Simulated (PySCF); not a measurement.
System: C₆H₅ClOSi (SMILES C#C[SiH2]C1=CO/C1=C/Cl).

```xyz
14

C    -1.8692    2.0202   -1.5485
C    -1.7604    1.0013   -0.9196
Si   -1.5750   -0.5736    0.0335
C     0.1006   -0.5171    0.8507
C     0.6533   -0.6036    2.0801
O     1.9847   -0.4501    1.6841
C     1.4804   -0.3509    0.3719
C     2.1714   -0.1778   -0.7416
Cl    1.3938   -0.0802   -2.2612
H    -1.9644    2.9133   -2.0971
H    -2.6000   -0.6503    1.0787
H    -1.6333   -1.7035   -0.9014
H     0.3710   -0.7388    3.1045
H     3.2463   -0.0893   -0.7563
```

Geometry: GFN2-xTB.

Level of theory: PBE0/def2-SVPD, SCF density, gas phase (PySCF 2.14.0).

Q: What can the converged electron density and electron localisation function tell about the bonding?

A: C–O (1.40 Å): the density is about 2.2 e/Å³ at the midpoint, with its minimum of 1.8 e/Å³ about 0.5 Å from C; the ELF peaks at about 0.90 between the atoms; a shared but strongly polarised pair.
C–Cl (1.71 Å): the density is about 1.5 e/Å³ at the midpoint; the ELF peaks at about 0.90 between the atoms; localised, covalent bonding.
C–Si (1.87 Å): ρ at the midpoint is about 0.94 e/Å³; the ELF peaks at about 0.95 between the atoms (localised, covalent bonding).
C–H (1.07 Å): the density is about 2.1 e/Å³ at the midpoint; the ELF climbs to about 1 towards the hydrogen, as it does in any bond to H (an ordinary covalent bond to hydrogen).

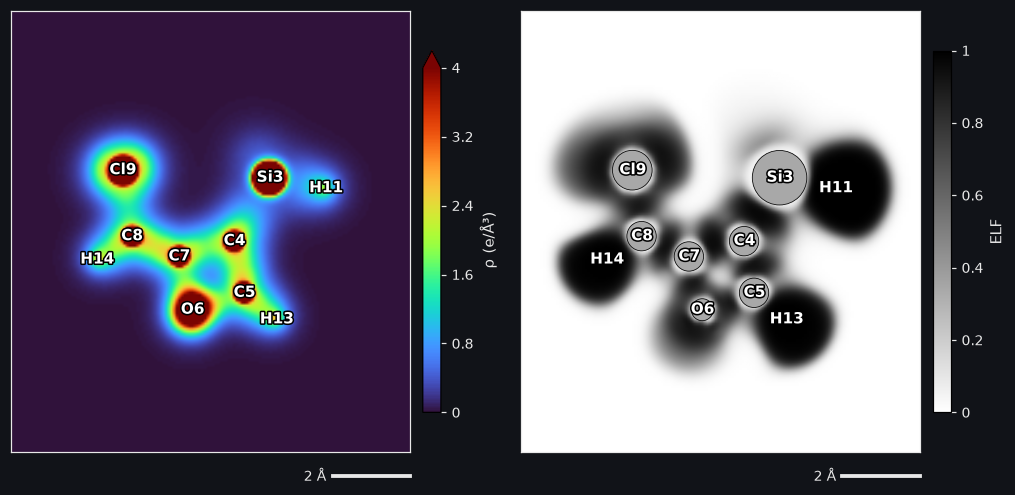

Computed electron density and electron localisation function on the plane of atoms C7, C8 and Cl9, in this order. Grey discs cover the atomic cores in the ELF map. 
